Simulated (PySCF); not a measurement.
# A diatomic session: ReCl

What are the lowest state that PBE0 finds, the bond length, vibrational wavenumber and bond energy of ReCl, and how much do these hang on the method?

The runs use PySCF 2.14.0; Re def2-TZVPP with ECP60, Cl def2-TZVPP, scalar-relativistic core potentials.

## (1) The job

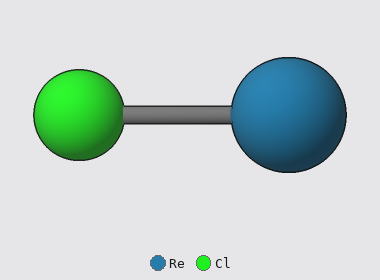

The two atoms at the starting distance (rhenium blue, chlorine green).

The job is set up so:

```yaml
atoms: Re, Cl
charge: 0
basis: Re def2-TZVPP with ECP60, Cl def2-TZVPP
Hamiltonian: scalar-relativistic core potentials
basis_functions: 98
electrons_treated: 32
masses_in_u: 186.9558, 34.9689
levels: PBE0, PBE, r²SCAN, MN15, BHandHLYP, BLYP, PBEsol, CAM-B3LYP, HF, MP2, SCS-MP2, CCSD, CCSD(T)
grid: 80 radial by 434 angular points
occupations: held fixed by the projection of orbital angular momentum
dissociation_limit: Re + Cl, each in its ground configuration
starting_distance_in_angstrom: 2.220
values_of_2S_to_try: 0, 2, 4, 6, 8
```

Run with:

```sh
> OMP_NUM_THREADS=2 python dia.py task.json out
```

Further steps of the session: PBE0 along the bond; Higher solutions at PBE0; PBE; r²SCAN (meta-GGA); MN15 (hybrid meta-GGA); BHandHLYP (global hybrid GGA); BLYP (GGA); PBEsol; CAM-B3LYP; UHF; Adding correlation.

**Question.** What will these runs give? Wanted: for each run, Re; ωe; De; μ.

The runs gave:

Lowest PBE0 solution found, without spin–orbit coupling: ⁷Σ⁺ (septet), unpaired electrons σ ↑↑, π ↑↑, δ ↑↑. State 2 has its PBE0 minimum 0.22 eV higher. State 3 has its PBE0 minimum 0.91 eV higher. State 4 has its PBE0 minimum 0.99 eV higher. The other levels ran on the lowest alone.

| level | Re (Å) | ωe (cm⁻¹) | De (eV) | μ (D) |
| --- | --- | --- | --- | --- |
| UHF | 2.439 | 305 | 2.88 | -3.35 |
| UHF-MP2 | 2.353 | 336 | 3.19 | n/a |
| UHF-SCS-MP2 | 2.367 | 330 | 2.86 | n/a |
| UHF-CCSD | 2.373 | 329 | 2.97 | n/a |
| UHF-CCSD(T) | 2.367 | 331 | 3.00 | n/a |
| PBE | 2.364 | 316 | 3.41 | -1.84 |
| PBEsol | 2.336 | 329 | 3.69 | -1.63 |
| BLYP | 2.400 | 298.0 | 2.79 | -2.00 |
| r²SCAN | 2.368 | 321 | 3.68 | -2.28 |
| PBE0 | 2.360 | 323 | 3.39 | -2.25 |
| MN15 | 2.345 | 333 | 3.04 | -2.24 |
| BHandHLYP | 2.389 | 315 | 2.75 | -2.72 |
| CAM-B3LYP | 2.372 | 321 | 2.89 | -2.33 |

De is counted to Re + Cl in their ground configurations. A positive dipole means Re(−)Cl(+).

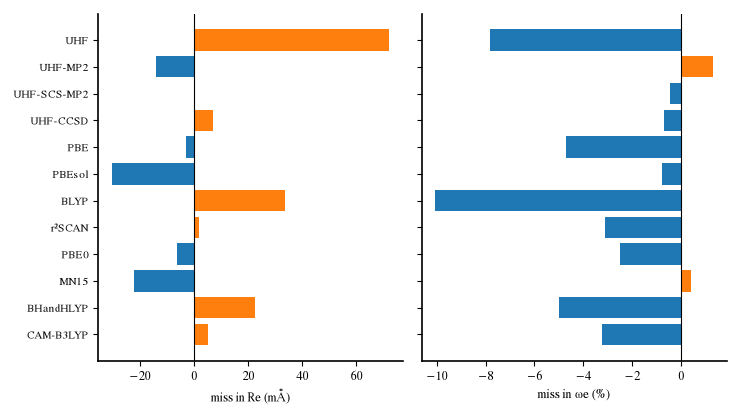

Differences in bond length and wavenumber from CCSD(T) in the same basis.

What this shows: Against CCSD(T) in the same basis, the bond length is nearest at UHF-SCS-MP2 (0 mÅ) and farthest at UHF (+72 mÅ); the wavenumber is nearest at MN15 (+0.4 %) and farthest at BLYP (-10.1 %). Among the levels with a De in the table, it runs from 2.75 eV (BHandHLYP) to 3.69 eV (PBEsol).

Correlated steps freeze 5 core orbitals. Spin–orbit coupling is left out, which matters for elements this heavy, above all for dissociation energies. The state is the lowest single determinant that the PBE0 search found; with open d or f shells the true ground state can be another one. At some levels the lowest empty orbital lies below the highest filled one (the two can be of opposite spin). With spin–orbit coupling the term label itself may not hold.
